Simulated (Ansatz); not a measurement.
Relaxed CdS (zinc blende):

```
CdS
1.0
    0.00000     5.92662     5.92662
    2.96331     0.00000     2.96331
    2.96331     2.96331     0.00000
S Cd
2 2
Cartesian
  4.44497   4.44497   4.44497
  4.44497   7.40828   7.40828
  0.00000   0.00000   0.00000
  0.00000   2.96331   2.96331
```

Scan: atom 2 (S, nearest neighbour Cd at 2.566 Å; its periodic images, 4.2 Å or more away, move with it) is displaced along Cartesian [111], direction (0.577, 0.577, 0.577) in Cartesian axes, by s. The other atoms stay.

Computed with PBE (plane waves to 420 eV, PAW, scalar-relativistic; Ansatz, a first-principles code). k mesh 4×8×8 (Γ-centred), Fermi-Dirac smearing 0.05 eV. Energies are smeared free energies. CdS was relaxed with its symmetry unable to fall. The zero of ΔE is the undisplaced structure.

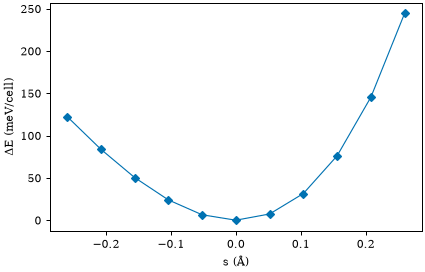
*ΔE (meV/cell) against s (Å); one marker a computed point.*

### Question
Is the energy the same for displacements of ±0.260 Å, and if not, which side lies higher?

### Answer
Not even: the positive side lies higher at ±0.260 Å.

### Question
What is the energy change at s = 0.260 Å?

### Answer
About 240 meV/cell.

(A displaced cell: forces are minus the slopes of the energy, force constants its curvatures, and phonons follow from these.)
